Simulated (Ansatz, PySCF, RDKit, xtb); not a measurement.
# Which structure has the formula InBGeH4Cl+?, part 2 of 2

Only the formula InBGeH4Cl+ is given (charge +1). Aim: find the structure of lowest free energy at 298.15 K, then its properties.

xtb, Ansatz and PySCF; isolated molecules. The steps go on from the part before.

**10. Energies at the top level**

Each finalist gets a single point at CCSD(T)/def2-SVP + MP2/def2-TZVPP - MP2/def2-SVP.

c869a, CCSD(T)/def2-SVP:

input.yaml reads:

```yaml
crystal:
  periodic: [false, false, false]
  atoms:
    - {symbol: B, position_ang: [-1.485015, -1.533086, 0.042584]}
    - {symbol: Cl, position_ang: [-1.735952, 0.123870, 0.829624]}
    - {symbol: Ge, position_ang: [0.034937, -2.002002, -1.623388]}
    - {symbol: In, position_ang: [-3.717686, -1.119818, 2.401033]}
    - {symbol: H, position_ang: [-2.219033, -2.394141, 0.494436]}
    - {symbol: H, position_ang: [-0.272248, -1.926693, 0.189600]}
    - {symbol: H, position_ang: [-1.680495, -1.468336, -1.224276]}
    - {symbol: H, position_ang: [0.427970, -0.470681, -1.518569]}
basis:
  gaussian:
    orbitals: def2-SVP
total_charge: 1
correlation:
  method: ccsd_t
  frozen_orbitals: {Cl: 5, H: 0, In: 4, Ge: 9, B: 1}
```

The run is started by

```console
$ ansatz run input.yaml --threads 2 --pin off --max-ram 4350MiB --events-out events.jsonl --progress --plain --runs-dir runs
```

The program printed, shortened:

```text
Warning: RAYON_NUM_THREADS=2 ignored (pool sized by the plan → 2); use --threads N
Functional definition: HF
  name "HF"
[...]
1162 factors; integrals over basis functions are off by at most 1.4e-3 eV
[...]
mean field -74844.23438849 eV, -2750.4748825327 hartree, gradient 1.7e-6 eV, S^2 0.000000; 0 other end points of the search recorded, 0 dependent functions left out
19 core orbitals not correlated: weight in the atoms' cores, before any rotation towards them, 1.000 or more for the frozen orbitals, at most 0.000 for the correlated occupied ones
reference -74844.23438849 eV, -2750.4748825327 hartree; 20, 20 occupied and 71, 71 virtual orbitals, 1162 factors
second order -14.03286891 eV of doubles, -0.00000000 eV of singles
cycle   1  -14.73086128 eV  change   -7.0e-1 eV  update   1.1e-1
[...]
cycle   9  -15.33871185 eV  change   -6.8e-6 eV  update   2.2e-5
perturbative correction -0.45857801 eV, -0.0168524310 hartree
Total energy: -74860.03167834 eV, -2751.0554222271 hartree
```

Run time: 11 s. Hardware: 2 threads of Intel Xeon 6975P-C (Granite Rapids), shared host.

**11. c869a at MP2/def2-TZVPP**

input.yaml reads:

```yaml
crystal:
  periodic: [false, false, false]
  atoms:
    - symbol: B
      position_ang: [-1.485015, -1.533086, 0.042584]
    - symbol: Cl
      position_ang: [-1.735952, 0.123870, 0.829624]
    - symbol: Ge
      position_ang: [0.034937, -2.002002, -1.623388]
    - symbol: In
      position_ang: [-3.717686, -1.119818, 2.401033]
    - symbol: H
      position_ang: [-2.219033, -2.394141, 0.494436]
    - symbol: H
      position_ang: [-0.272248, -1.926693, 0.189600]
    - symbol: H
      position_ang: [-1.680495, -1.468336, -1.224276]
    - symbol: H
      position_ang: [0.427970, -0.470681, -1.518569]
basis:
  gaussian: {orbitals: def2-TZVPP}
total_charge: 1
correlation: {method: mp2, frozen_orbitals: {Cl: 5, H: 0, In: 4, Ge: 9, B: 1}}
```

The run is started by

```console
$ ansatz run input.yaml --threads 2 --pin off --max-ram 4350MiB --events-out events.jsonl --progress --plain --runs-dir runs
```

The program printed, shortened:

```text
Warning: RAYON_NUM_THREADS=2 ignored (pool sized by the plan → 2); use --threads N
[... 2 set-up lines as earlier in the session ...]
[...]
1558 factors; integrals over basis functions are off by at most 1.2e-3 eV
[...]
mean field -74856.52358505 eV, -2750.9265021766 hartree, gradient 8.8e-6 eV, S^2 0.000000; 0 other end points of the search recorded, 0 dependent functions left out
19 core orbitals not correlated: weight in the atoms' cores, before any rotation towards them, 1.000 or more for the frozen orbitals, at most 0.000 for the correlated occupied ones
reference -74856.52358505 eV, -2750.9265021766 hartree; 20, 20 occupied and 188, 188 virtual orbitals, 1558 factors
second order -22.25128691 eV of doubles, -0.00000000 eV of singles
Total energy: -74878.77487196 eV, -2751.7442218881 hartree
```

Wall time 6.3 s (2 threads of Intel Xeon 6975P-C (Granite Rapids), shared host).

**12. c466a at CCSD(T)/def2-SVP**

input.yaml reads:

```yaml
crystal:
  periodic: [false, false, false]
  atoms:
    - {symbol: B, position_ang: [-0.753366, 0.463664, -0.116592]}
    - {symbol: Cl, position_ang: [-1.067425, -2.747189, 1.201300]}
    - {symbol: Ge, position_ang: [-1.639223, -1.336533, -0.532344]}
    - {symbol: In, position_ang: [-1.762045, -5.407636, 1.484853]}
    - {symbol: H, position_ang: [-3.167625, -1.411753, -0.468538]}
    - {symbol: H, position_ang: [-1.112590, -2.129916, -1.732046]}
    - {symbol: H, position_ang: [-0.932842, 1.348710, -0.910379]}
    - {symbol: H, position_ang: [-0.091959, 0.613935, 0.872633]}
basis:
  gaussian:
    orbitals: def2-SVP
total_charge: 1
correlation:
  method: ccsd_t
  frozen_orbitals: {Cl: 5, H: 0, In: 4, Ge: 9, B: 1}
```

The run is started by

```console
$ ansatz run input.yaml --threads 2 --pin off --max-ram 4350MiB --events-out events.jsonl --progress --plain --runs-dir runs
```

The program printed, shortened:

```text
Warning: RAYON_NUM_THREADS=2 ignored (pool sized by the plan → 2); use --threads N
[... 2 set-up lines as earlier in the session ...]
[...]
1163 factors; integrals over basis functions are off by at most 1.4e-3 eV
[...]
mean field -74844.98560856 eV, -2750.5024893612 hartree, gradient 1.8e-6 eV, S^2 0.000000; 0 other end points of the search recorded, 0 dependent functions left out
19 core orbitals not correlated: weight in the atoms' cores, before any rotation towards them, 1.000 or more for the frozen orbitals, at most 0.000 for the correlated occupied ones
reference -74844.98560856 eV, -2750.5024893612 hartree; 20, 20 occupied and 71, 71 virtual orbitals, 1163 factors
second order -13.37313558 eV of doubles, -0.00000000 eV of singles
cycle   1  -14.08766718 eV  change   -7.1e-1 eV  update   9.9e-2
[...]
cycle   9  -14.67816323 eV  change   -1.5e-5 eV  update   2.0e-5
perturbative correction -0.38244964 eV, -0.0140547652 hartree
Total energy: -74860.04622143 eV, -2751.0559566758 hartree
```

It took 9.3 s on 2 threads of Intel Xeon 6975P-C (Granite Rapids), shared host.

**13. Free energies and the winner**

Energies in kcal/mol from c466a; G adds the thermal terms to the CCSD(T)/def2-SVP + MP2/def2-TZVPP - MP2/def2-SVP energy.

| label | SMILES | spin | r2SCAN-D4/def2-SVP, relaxed | HF/def2-SVP | MP2/def2-SVP | CCSD(T)/def2-SVP + MP2/def2-TZVPP - MP2/def2-SVP | G | share at equilibrium | T1 |
| --- | --- | --- | --- | --- | --- | --- | --- | --- | --- |
| c466a | [BH2][GeH2][Cl][In] ‡ | singlet | 0.0 | 0.0 | 0.0 | 0.0 | 0.0 | 64.1 % | 0.009 |
| c524a | [BH2][GeH2][Cl][In] ‡ | singlet | 2.0 | 1.6 | 1.5 | 1.8 | 0.3 | 35.8 % | 0.009 |
| c869a | [In][Cl][BH]1[H][GeH][H]1 ‡ | singlet | -0.8 | 17.3 | 2.1 | 0.9 | 3.8 | 0.1 % | 0.010 |
| c606 | [H]1[BH2][Cl][GeH]1.[In] ‡ | singlet | 4.6 | 24.1 | 8.2 | 4.2 | 6.3 | < 0.1 % | 0.010 |

‡ marks the bonded skeleton alone, with all bonds drawn single: no Lewis structure was assigned that passes a check against the bond lengths.

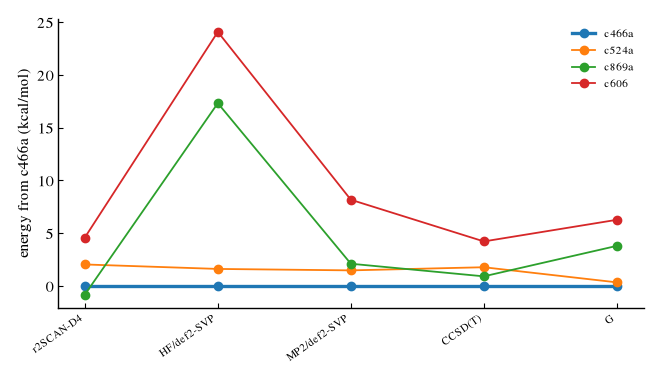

The finalists at each level, measured from c466a.

Lowest found: c466a, `[BH2][GeH2][Cl][In]` ‡, a singlet of point group Cs. Bond lengths: B1–Ge3 2.049 Å, Cl2–Ge3 2.307 Å, Cl2–In4 2.764 Å, Ge3–H5 1.532 Å, Ge3–H6 1.532 Å, B1–H7 1.202 Å, B1–H8 1.199 Å. Angles: B1–Ge3–Cl2 106.1°, Ge3–Cl2–In4 127.1°, B1–Ge3–H5 117.8°, B1–Ge3–H6 117.7°, Cl2–Ge3–H5 100.7°, Cl2–Ge3–H6 100.8°, Ge3–B1–H7 116.6°, Ge3–B1–H8 121.1°, H5–Ge3–H6 110.5°, H7–B1–H8 122.3°.

```xyz
8

B    -0.7534    0.4637   -0.1166
Cl   -1.0674   -2.7472    1.2013
Ge   -1.6392   -1.3365   -0.5323
In   -1.7620   -5.4076    1.4849
H    -3.1676   -1.4118   -0.4685
H    -1.1126   -2.1299   -1.7320
H    -0.9328    1.3487   -0.9104
H    -0.0920    0.6139    0.8726
```

‡ marks the bonded skeleton alone, with all bonds drawn single: no Lewis structure was assigned that passes a check against the bond lengths.

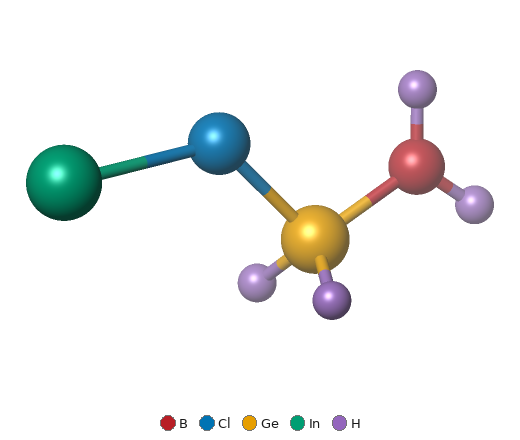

The lowest structure found, seen from a chosen angle (boron red, chlorine blue, germanium amber, indium teal, hydrogen purple).

**14. Density, orbitals and dipole (PBE0/def2-TZVPD)**

input.yaml: that of step 12 with these lines changed.

```diff
@@ -13,6 +13,6 @@
   gaussian:
-    orbitals: def2-SVP
+    orbitals: def2-TZVPD
 total_charge: 1
-correlation:
-  method: ccsd_t
-  frozen_orbitals: {Cl: 5, H: 0, In: 4, Ge: 9, B: 1}
+hamiltonian:
+  xc: {name: PBE0}
+output: {forces: true, orbitals: {seedname: orbitals}}
```

The run is started by

```console
$ ansatz run input.yaml --threads 2 --pin off --max-ram 4350MiB --events-out events.jsonl --progress --plain --runs-dir runs
```

The program printed, shortened:

```text
Warning: RAYON_NUM_THREADS=2 ignored (pool sized by the plan → 2); use --threads N
Functional definition: PBE0
  name "PBE0"
[...]
1616 factors; their error is unknown
[...]
mean field -74939.18805922 eV, -2753.9643655702 hartree, gradient 7.5e-5 eV, S^2 0.000000; 0 other end points of the search recorded, 0 dependent functions left out
[...]
reference -74939.18810458 eV, -2753.9643672373 hartree; 39, 39 occupied and 190, 190 virtual orbitals, 1616 factors
[...]
Atom 3 at    -1.762045    -5.407636     1.484853 Å, force    -0.004515    -0.017496     0.002324 eV/Å
Atom 4 at    -3.167625    -1.411753    -0.468538 Å, force    -0.008025     0.000690     0.021012 eV/Å
Atom 5 at    -1.112590    -2.129916    -1.732046 Å, force     0.020268    -0.009731     0.003811 eV/Å
Atom 6 at    -0.932842     1.348710    -0.910379 Å, force     0.048395    -0.205071     0.193599 eV/Å
Atom 7 at    -0.091959     0.613935     0.872633 Å, force    -0.158678    -0.032538    -0.240640 eV/Å
Dipole moment:    -0.135035    -0.396897    -0.016336 e Å
```

Run time: 6.6 s. Hardware: 2 threads of Intel Xeon 6975P-C (Granite Rapids), shared host; peak memory 0.82 GiB.

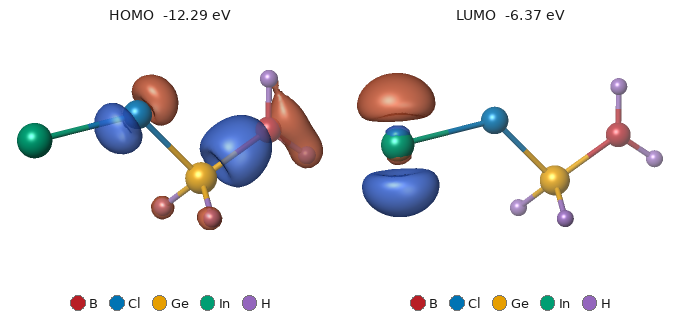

Frontier orbitals of this run, surfaces at ±0.2 Å^-3/2.

**15. Frequencies after a tight-binding relaxation (GFN2-xTB)**

start.xyz reads:

```xyz
8
c466a
B     -0.753366     0.463664    -0.116592
Cl    -1.067425    -2.747189     1.201300
Ge    -1.639223    -1.336533    -0.532344
In    -1.762045    -5.407636     1.484853
H     -3.167625    -1.411753    -0.468538
H     -1.112590    -2.129916    -1.732046
H     -0.932842     1.348710    -0.910379
H     -0.091959     0.613935     0.872633
```

The run is started by

```console
$ xtb start.xyz --gfn 2 --ohess tight --chrg 1
```

The program printed, shortened:

```text
[...]
         ::                     SUMMARY                     ::
         :::::::::::::::::::::::::::::::::::::::::::::::::::::
         :: total energy             -10.665862741534 Eh    ::
         :: gradient norm              0.000598433897 Eh/a0 ::
         :: HOMO-LUMO gap              2.820913209443 eV    ::
         ::.................................................::
         :: SCC energy               -10.708133959177 Eh    ::
         :: -> isotropic ES            0.091363155313 Eh    ::
         :: -> anisotropic ES         -0.000809960292 Eh    ::
         :: -> anisotropic XC         -0.000051096368 Eh    ::
         :: -> dispersion             -0.004756407089 Eh    ::
         :: repulsion energy           0.042271217642 Eh    ::
         :: add. restraining           0.000000000000 Eh    ::
         :: total charge               1.000000000000 e     ::
         :::::::::::::::::::::::::::::::::::::::::::::::::::::
[...]
          | TOTAL ENERGY              -10.665862741718 Eh   |
          | TOTAL ENTHALPY            -10.621578820955 Eh   |
          | TOTAL FREE ENERGY         -10.666411902407 Eh   |
          | GRADIENT NORM               0.000598293977 Eh/α |
[...]
```

Run time: 0.16 s. Hardware: 2 threads of Intel Xeon 6975P-C (Granite Rapids), shared host.

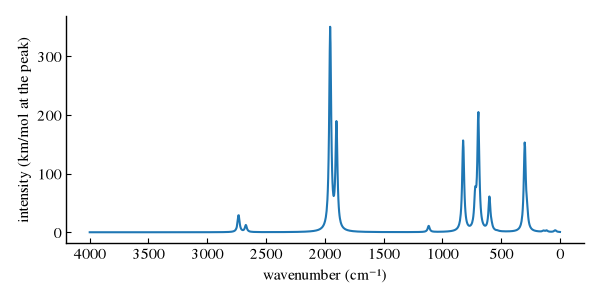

Harmonic infrared spectrum, unscaled, lines broadened by 10 cm⁻¹.

**16. Electronic excitations (TD-B3LYP/def2-SVPD)**

An in-house driver calls PySCF's response routines at TD-B3LYP/def2-SVPD; it has no typed input.

The program printed:

```text
coarse grid: 36888 points
cycle   1  E = -2745.5616303041  dE = -1.295e+01  |g| = 3.501e+00  |ddm| = 1.448e+01
cycle   2  E = -2658.3189263795  dE =  8.724e+01  |g| = 9.778e+00  |ddm| = 4.358e+01
cycle   3  E = -2751.0825282601  dE = -9.276e+01  |g| = 2.319e+00  |ddm| = 4.247e+01
cycle   4  E = -2753.8499324358  dE = -2.767e+00  |g| = 8.078e-01  |ddm| = 4.327e+00
cycle   5  E = -2754.0745439242  dE = -2.246e-01  |g| = 2.745e-01  |ddm| = 1.546e+00
cycle   6  E = -2754.1077285995  dE = -3.318e-02  |g| = 9.483e-02  |ddm| = 7.863e-01
cycle   7  E = -2754.1119993990  dE = -4.271e-03  |g| = 3.359e-02  |ddm| = 2.513e-01
cycle   8  E = -2754.1123449630  dE = -3.456e-04  |g| = 1.038e-02  |ddm| = 7.405e-02
cycle   9  E = -2754.1123768119  dE = -3.185e-05  |g| = 2.541e-03  |ddm| = 2.184e-02
cycle  10  E = -2754.1123781008  dE = -1.289e-06  |g| = 5.498e-04  |ddm| = 3.762e-03
final grid: 71528 points
cycle  11  E = -2754.1123640012  dE =  2.037e-09  |g| = 5.908e-04  |ddm| = 2.352e-03
cycle  12  E = -2754.1123639511  dE =  5.001e-08  |g| = 7.035e-04  |ddm| = 1.914e-03
cycle  13  E = -2754.1123641090  dE = -1.579e-07  |g| = 7.316e-05  |ddm| = 1.070e-03
cycle  14  E = -2754.1123641099  dE = -8.886e-10  |g| = 3.002e-06  |ddm| = 8.229e-05
converged SCF energy = -2754.1123641099

Static polarisability (au): isotropic 93.783, principal 69.788 79.882 131.679

Singlet excitations
state   eV       nm        f      main configurations
  1   4.4695    277.4   0.00328   H->L+2 0.63, H->L+1 0.30
  2   4.8771    254.2   0.02616   H->L 0.98
  3   5.0034    247.8   0.02005   H->L+1 0.68, H->L+2 0.30
  4   5.3532    231.6   0.00060   H-1->L 0.98
  5   5.4846    226.1   0.00003   H-2->L+2 0.33, H-3->L+2 0.28, H-2->L+1 0.17
  6   5.5274    224.3   0.00265   H-1->L+1 0.93
  7   5.6622    219.0   0.01932   H-1->L+2 0.75, H->L+3 0.21
  8   5.8039    213.6   0.15461   H->L+3 0.60, H-1->L+2 0.20

Triplet excitations (Tamm-Dancoff, eV): 3.7763 4.2995 4.4100
```

Run time: 9.3 s. Hardware: 2 threads of Intel Xeon 6975P-C (Granite Rapids), shared host.

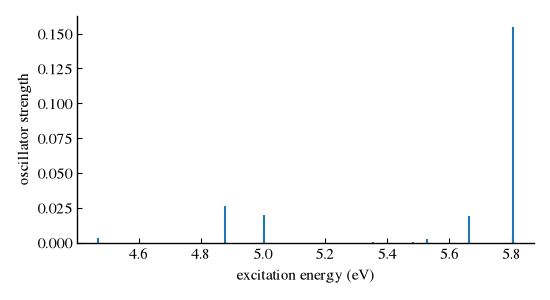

Vertical excitations as sticks.

The roots found:

| excited state | energy (eV) | strength |
| --- | --- | --- |
| 1 | 4.470 | 0.0033 |
| 2 | 4.877 | 0.0262 |
| 3 | 5.003 | 0.0200 |
| 4 | 5.353 | 0.0006 |
| 5 | 5.485 | 0.0000 |
| 6 | 5.527 | 0.0027 |
| 7 | 5.662 | 0.0193 |
| 8 | 5.804 | 0.1546 |

**17. One electron fewer at the same geometry (PBE0/def2-TZVPD)**

input.yaml reads:

```yaml
crystal:
  periodic: [false, false, false]
  atoms:
    - symbol: B
      position_ang: [-0.753366, 0.463664, -0.116592]
    - symbol: Cl
      position_ang: [-1.067425, -2.747189, 1.201300]
    - symbol: Ge
      position_ang: [-1.639223, -1.336533, -0.532344]
    - symbol: In
      position_ang: [-1.762045, -5.407636, 1.484853]
    - symbol: H
      position_ang: [-3.167625, -1.411753, -0.468538]
    - symbol: H
      position_ang: [-1.112590, -2.129916, -1.732046]
    - symbol: H
      position_ang: [-0.932842, 1.348710, -0.910379]
    - symbol: H
      position_ang: [-0.091959, 0.613935, 0.872633]
basis:
  gaussian:
    orbitals: def2-TZVPD
total_charge: 2
magnetization:
  spin_polarized: true
  initial_magnetization: 1
hamiltonian:
  xc: pbe0
```

The run is started by

```console
$ ansatz run input.yaml --threads 2 --pin off --max-ram 4350MiB --events-out events.jsonl --progress --plain --runs-dir runs
```

The program printed, shortened:

```text
Warning: RAYON_NUM_THREADS=2 ignored (pool sized by the plan → 2); use --threads N
[... 2 set-up lines as earlier in the session ...]
[...]
1616 factors; their error is unknown
[...]
mean field -74925.14109560 eV, -2753.4481491785 hartree, gradient 2.5e-5 eV, S^2 0.756986; 2 other end points of the search recorded, 0 dependent functions left out
reference -74925.14113694 eV, -2753.4481506978 hartree; 39, 38 occupied and 190, 191 virtual orbitals, 1616 factors
Total energy: -74925.14113694 eV, -2753.4481506978 hartree
```

Run time: 14 s. Hardware: 2 threads of Intel Xeon 6975P-C (Granite Rapids), shared host; peak memory 1 GiB.

Difference from the parent: 14.05 eV.

**18. One electron more at the same geometry (PBE0/def2-TZVPD)**

input.yaml reads:

```yaml
crystal:
  periodic: [false, false, false]
  atoms:
    - {symbol: B, position_ang: [-0.753366, 0.463664, -0.116592]}
    - {symbol: Cl, position_ang: [-1.067425, -2.747189, 1.201300]}
    - {symbol: Ge, position_ang: [-1.639223, -1.336533, -0.532344]}
    - {symbol: In, position_ang: [-1.762045, -5.407636, 1.484853]}
    - {symbol: H, position_ang: [-3.167625, -1.411753, -0.468538]}
    - {symbol: H, position_ang: [-1.112590, -2.129916, -1.732046]}
    - {symbol: H, position_ang: [-0.932842, 1.348710, -0.910379]}
    - {symbol: H, position_ang: [-0.091959, 0.613935, 0.872633]}
basis:
  gaussian: {orbitals: def2-TZVPD}
magnetization: {spin_polarized: true, initial_magnetization: 1}
hamiltonian: {xc: {name: PBE0}}
scf: {lower_state_search: off}
```

The run is started by

```console
$ ansatz run input.yaml --threads 2 --pin off --max-ram 4350MiB --events-out events.jsonl --progress --plain --runs-dir runs
```

The program printed, shortened:

```text
Warning: RAYON_NUM_THREADS=2 ignored (pool sized by the plan → 2); use --threads N
[... 2 set-up lines as earlier in the session ...]
[...]
1616 factors; their error is unknown
[...]
mean field -74944.12226439 eV, -2754.1456942659 hartree, gradient 1.3e-6 eV, S^2 0.753438; 0 other end points of the search recorded, 0 dependent functions left out
reference -74944.12231537 eV, -2754.1456961391 hartree; 40, 39 occupied and 189, 190 virtual orbitals, 1616 factors
Total energy: -74944.12231537 eV, -2754.1456961391 hartree
Checks for a lower state left out: stability, starts, cluster_reference, orbital_swaps, neighbouring_geometries, increment
```

It took 12 s on 2 threads of Intel Xeon 6975P-C (Granite Rapids), shared host; peak memory 1.1 GiB.

Parent less the species with the added electron: 4.93 eV.

**19. The triplet at the same geometry (PBE0/def2-TZVPD)**

input.yaml: that of step 18 with these lines changed.

```diff
@@ -12,5 +12,9 @@
 basis:
-  gaussian: {orbitals: def2-TZVPD}
-magnetization: {spin_polarized: true, initial_magnetization: 1}
-hamiltonian: {xc: {name: PBE0}}
-scf: {lower_state_search: off}
+  gaussian:
+    orbitals: def2-TZVPD
+total_charge: 1
+magnetization:
+  spin_polarized: true
+  initial_magnetization: 2
+hamiltonian:
+  xc: {name: PBE0}
```

The run is started by

```console
$ ansatz run input.yaml --threads 2 --pin off --max-ram 4350MiB --events-out events.jsonl --progress --plain --runs-dir runs
```

The program printed, shortened:

```text
Warning: RAYON_NUM_THREADS=2 ignored (pool sized by the plan → 2); use --threads N
[... 2 set-up lines as earlier in the session ...]
[...]
1616 factors; their error is unknown
[...]
mean field -74935.46688307 eV, -2753.8276148691 hartree, gradient 7.0e-6 eV, S^2 2.006602; 8 other end points of the search recorded, 0 dependent functions left out
reference -74935.46693013 eV, -2753.8276165987 hartree; 40, 38 occupied and 189, 191 virtual orbitals, 1616 factors
Total energy: -74935.46693013 eV, -2753.8276165987 hartree
```

Run time: 47 s. Hardware: 2 threads of Intel Xeon 6975P-C (Granite Rapids), shared host; peak memory 1.5 GiB.

It lies 3.72 eV above the singlet.

**20. Summary of results**

This closing draws on all 2 parts.

| quantity | value |
| --- | --- |
| lowest structure found | [BH2][GeH2][Cl][In] ‡, singlet, Cs |
| next finalist | [BH2][GeH2][Cl][In] ‡, singlet, 0.3 kcal/mol higher in G |
| share at equilibrium, among the finalists | 64.1 % |
| funnel | 126 starts, 97 minima at GFN2-xTB, 12 screening runs, 2 rescued, 4 relaxed, 4 ranked |
| CPU time of all runs | 32 min |
| harmonic wavenumbers, lowest and highest (r2SCAN-D4/def2-SVP) | 17 and 2749 cm⁻¹ |
| rotational constants, same geometry | 0.2856, 0.0144, 0.01378 cm⁻¹ |
| HOMO energy (PBE0/def2-TZVPD) | -12.29 eV |
| LUMO energy (PBE0/def2-TZVPD) | -6.37 eV |
| HOMO–LUMO gap (PBE0/def2-TZVPD) | 5.92 eV |
| lowest excitation (TD-B3LYP/def2-SVPD) | 4.47 eV (f = 0.003) |
| strongest of the states computed, same level | 5.80 eV (f = 0.155) |
| lowest triplet excitation, same level, Tamm-Dancoff | 3.78 eV |
| vertical ionisation energy | 14.05 eV |
| vertical recombination energy (electron added) | 4.93 eV |
| vertical triplet less singlet | +3.72 eV |

**Reading.** The search ends on `[BH2][GeH2][Cl][In]` ‡. The next finalist is drawn with the same bonds. At 0.3 kcal/mol the two aren't resolved. HF/def2-SVP and MP2/def2-SVP already put its bonding pattern lowest among the structures in one piece; r2SCAN-D4/def2-SVP, relaxed favours the singlet [In][Cl][BH]1[H][GeH][H]1 ‡. The largest share of the time went into the vibrations (25 %). Spin-orbit coupling, which matters for elements this heavy, is left out. The search is not exhaustive (a finite list of starts, one conformer a finalist), so a lower isomer can't be ruled out. Patterns outside the rules of the enumeration were met only by chance.

‡ marks the bonded skeleton alone, with all bonds drawn single: no Lewis structure was assigned that passes a check against the bond lengths.
